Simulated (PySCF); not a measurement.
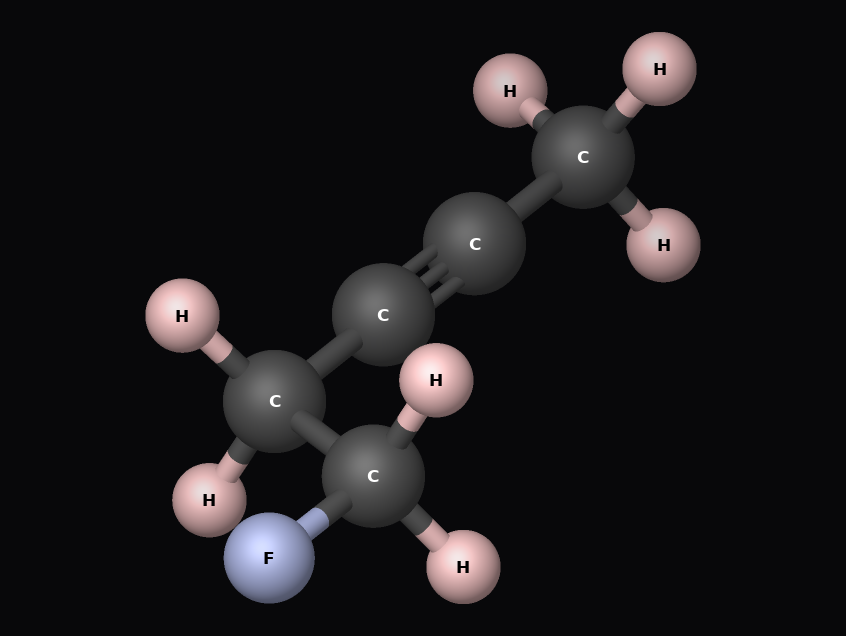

Multiple sticks mark multiple bonds (one Kekulé form).

The geometry was computed by an optimisation with GFN2-xTB. No frequency run is at hand to confirm it as a minimum.

What is the molecular formula?

Answer. C5H7F, 13 atoms: 5 carbon, 7 hydrogen and 1 fluorine.

Name some functional groups or characteristic bonds that it holds.

Answer. Among them: alkyne, C–F bond.

More results for the same structure follow; atom numbers are the same in all pictures, views and colours differ.

**Shape**

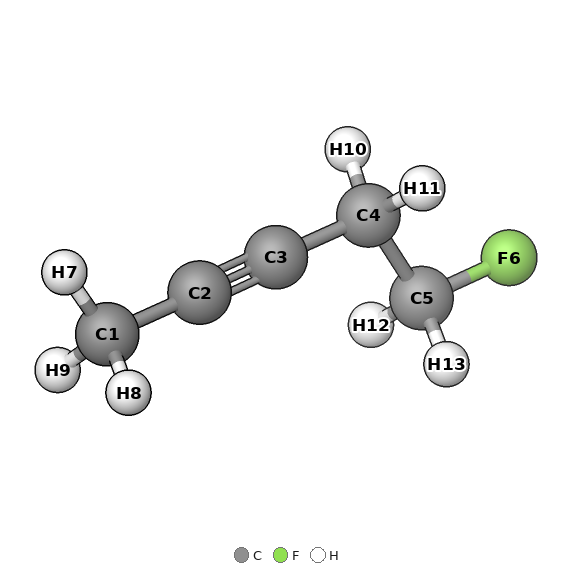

The atoms are numbered. No frequency run is at hand to confirm it as a minimum.

What is the geometry at C4?

Answer. C4 has 4 neighbours (C3 at 1.45, C5 at 1.53, H10 at 1.09, H11 at 1.09 Å); the arrangement is tetrahedral.

Describe the coordination of atom 1.

Answer. C1 has 4 neighbours (C2 at 1.45, H7 at 1.09, H8 at 1.09, H9 at 1.09 Å); the arrangement is tetrahedral.

What is the geometry at C3?

Answer. C3 has 2 neighbours (C2 at 1.20, C4 at 1.45 Å); the arrangement is linear.

Describe the coordination of atom 2.

Answer. C2 has 2 neighbours (C1 at 1.45, C3 at 1.20 Å); the arrangement is linear.

What is the dihedral angle C3–C4–C5–F6?

Answer. 180° in size, that is anti.

**Charges**

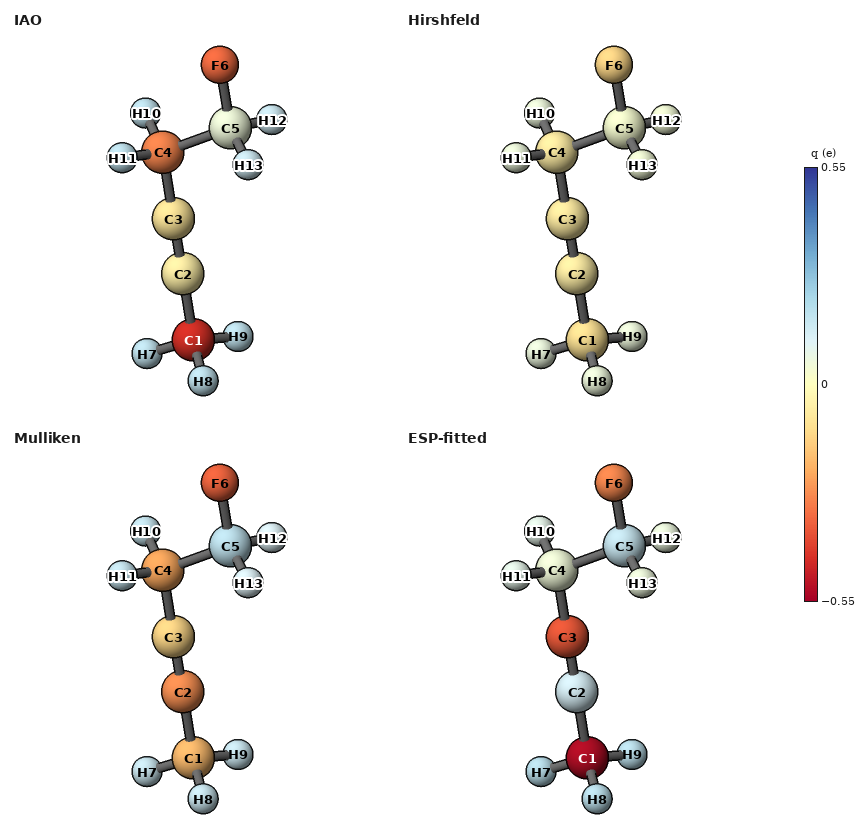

Atomic charges of one calculation by 4 schemes, on one colour scale. No frequency run is at hand to confirm it as a minimum. Level of theory: PBE0/pcSseg-1 (PySCF 2.14.0).

On which atom do the schemes disagree most?

Answer. On C1 (from −0.52 to −0.10 e).

List the charges (e), one line for each set of equivalent atoms. Atoms whose distances differ by more than 0.02 Å in this geometry are listed apart.

```tsv
atom	IAO	Hirshfeld	Mulliken	ESP-fitted
C1	−0.44	−0.10	−0.19	−0.52
C2	−0.05	−0.06	−0.27	0.13
C3	−0.08	−0.07	−0.13	−0.36
C4	−0.29	−0.06	−0.23	0.05
C5	0.06	0.03	0.17	0.15
F6	−0.33	−0.13	−0.34	−0.28
H7	0.17	0.06	0.15	0.18
H8	0.17	0.06	0.15	0.18
H9	0.17	0.06	0.15	0.18
H10, H11	0.17	0.06	0.16	0.08
H12	0.14	0.04	0.11	0.06
H13	0.14	0.04	0.11	0.06
```

**Polarisability**

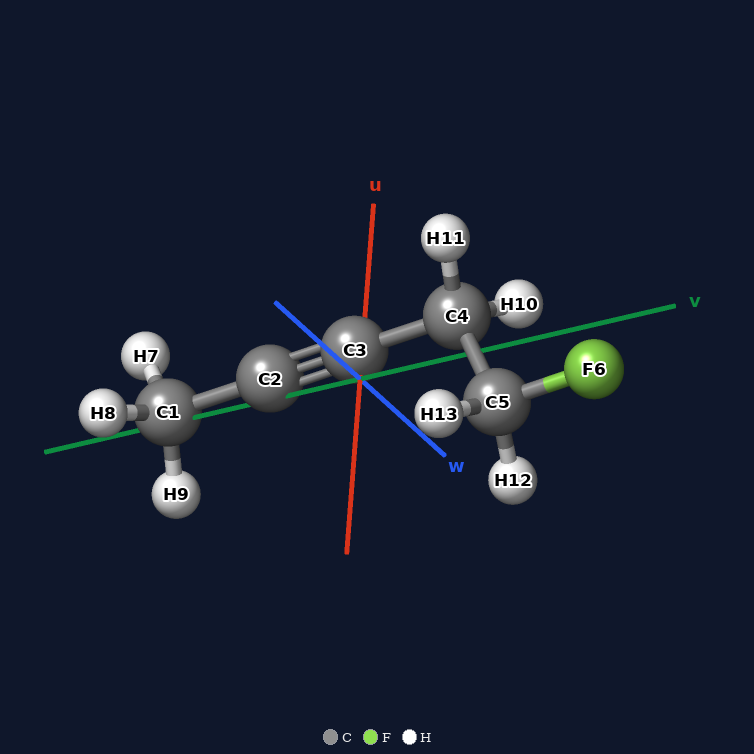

The lines u, v and w are the principal axes of the static dipole polarisability. No frequency run is at hand to confirm it as a minimum. Method: PBE0/def2-SVPD (PySCF 2.14.0).

Along which axis is the molecule most polarisable, and along which least?

Answer. Most along v (nearly parallel to the C3–C4 bond), least along w.

Give the three principal values.

Answer. u 50.4, v 87.0, w 47.3 bohr³; mean 61.6, anisotropy 38.2 bohr³.

**NMR shielding**

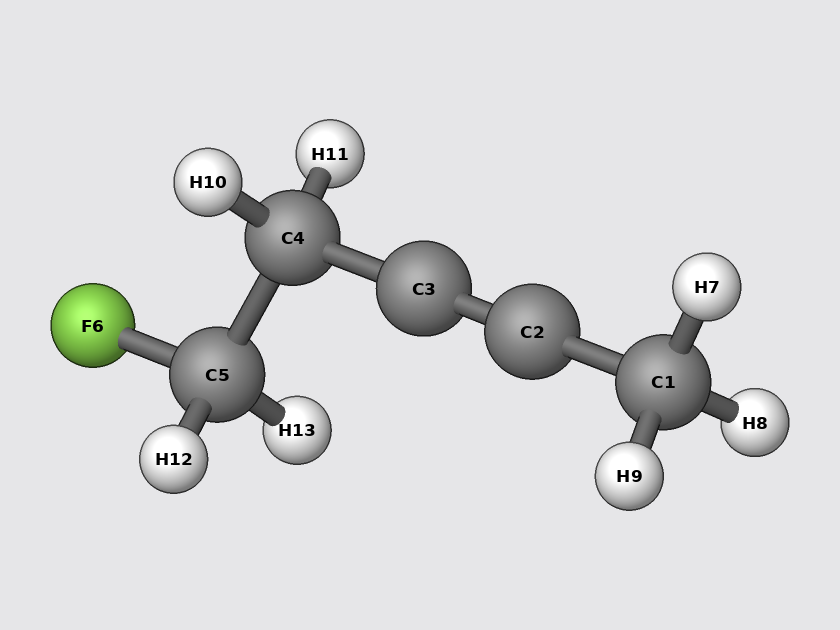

No frequency run is at hand to confirm it as a minimum. Level of theory: GIAO PBE0/pcSseg-1 NMR shielding, non-relativistic, gas phase (PySCF 2.14.0). Principal shieldings σ11 ≤ σ22 ≤ σ33, span Ω = σ33 − σ11, skew κ = 3(σiso − σ22)/Ω.

Give the shielding tensors of the F atoms.

```json
{"atom": "F6", "σ11": "384.3", "σ22": "384.7", "σ33": "463.0", "σiso": "410.7", "Ω": "78.7", "κ": "0.99"}
```

Shieldings and span in ppm.

Mulliken values depend strongly on the basis set and can even reverse the polarity of a bond.
